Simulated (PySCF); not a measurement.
Consider C8H14OSi.

```
atom    x (Å)    y (Å)    z (Å)
   C  -3.8330   0.0049   0.9051
   C  -2.4973  -0.0044   0.8594
   C  -1.7131   1.2649   0.9601
   C  -1.8202  -1.2857   0.7454
   C  -0.5528  -1.5704   0.4065
   C   0.4925  -0.6755  -0.1058
   O   0.2781   0.2465  -0.8678
   C   1.8974  -0.9820   0.3473
   C   2.9199  -0.3466  -0.5824
  Si   2.4739   1.4468  -1.0762
   H  -4.3886   0.9236   0.9822
   H  -4.4129  -0.9005   0.8374
   H  -1.2682   1.5136  -0.0016
   H  -2.3561   2.0842   1.2714
   H  -0.9024   1.1553   1.6789
   H  -2.4467  -2.1285   1.0179
   H  -0.2353  -2.6029   0.4864
   H   1.9913  -0.5513   1.3506
   H   2.0402  -2.0612   0.4453
   H   2.9990  -0.9526  -1.4857
   H   3.8974  -0.3725  -0.1024
   H   3.7887   2.1141  -1.1973
   H   1.7890   2.1415   0.0143
   H   1.8473   1.5582  -2.3855
```

Geometry: GFN2-xTB.

Theory: PBE0/pcSseg-1, SCF density, gas phase, non-relativistic in PySCF 2.14.0.

### What will maps of the electron density and electron localisation function show?

C–C (1.34 Å): the density is about 2.3 e/Å³ at the midpoint; the ELF peaks at about 0.95 between the atoms: a multiple bond.
C–H (1.08 Å): ρ is about 2 e/Å³ halfway; the ELF climbs to about 1 towards the hydrogen, as it does in any bond to H (a covalent bond by its length).
C–C (1.45 Å): the density is about 1.9 e/Å³ at the midpoint; the ELF peaks at about 0.95 between the atoms: a covalent bond.
C–C (1.47 Å): the density is about 1.9 e/Å³ at the midpoint; the ELF peaks at about 0.95 between the atoms; a shared electron pair.

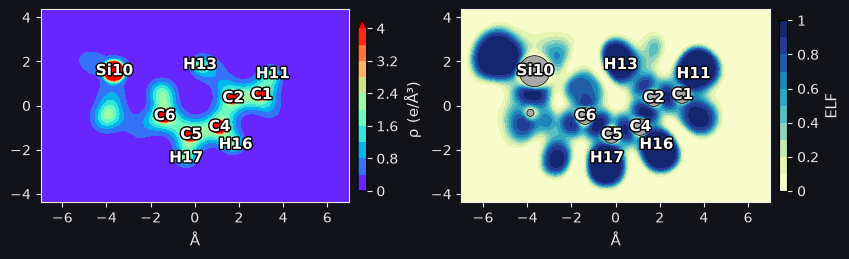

Computed electron density and electron localisation function on the plane of atoms C4, C5 and C6, in this order. Grey discs cover the atomic cores in the ELF map. 
